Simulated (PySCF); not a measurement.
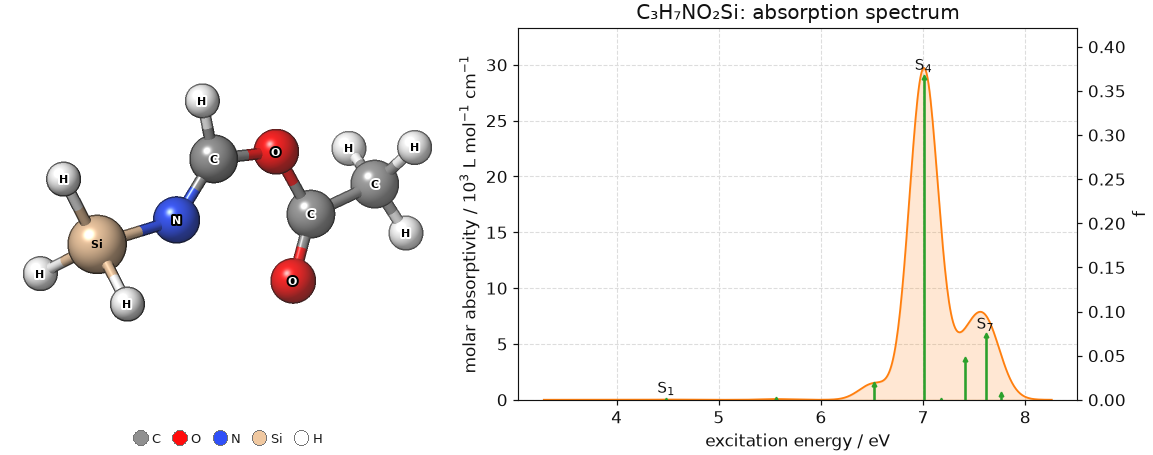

Computed absorption of C₃H₇NO₂Si, SMILES CC(=O)O/C=N/[SiH3]. Vertical TDDFT excitations, CAM-B3LYP/def2-SVPD in PySCF, at a GFN2-xTB geometry (no frequency check), gas phase. The lowest 8 singlet states are shown; each is broadened by a Gaussian of 1/e half-width 0.20 eV. Sticks give oscillator strengths (right axis).

**Does any vertical transition fall in the visible?**

No singlet lies below 3.1 eV (beyond 400 nm), so at this level no vertical transition falls in the visible.

**List the transitions behind the spectrum.**

```
state  E (eV)  λ (nm)      f        main character
   S1    4.49     276  0.000    HOMO → LUMO (92 %)
   S2    5.56     223  0.001  HOMO−2 → LUMO (50 %)
   S3    6.52     190  0.018  HOMO → LUMO+1 (81 %)
   S4    7.01     177  0.366  HOMO−1 → LUMO (88 %)
   S5    7.18     173  0.000  HOMO → LUMO+4 (53 %)
   S6    7.41     167  0.046  HOMO → LUMO+2 (55 %)
   S7    7.61     163  0.073  HOMO → LUMO+3 (79 %)
   S8    7.76     160  0.007  HOMO → LUMO+6 (88 %)
```

Known limits of this run: the tight-binding geometry is rougher than a DFT one and adds to the error; one conformer of a flexible molecule; core orbitals are frozen in the response.
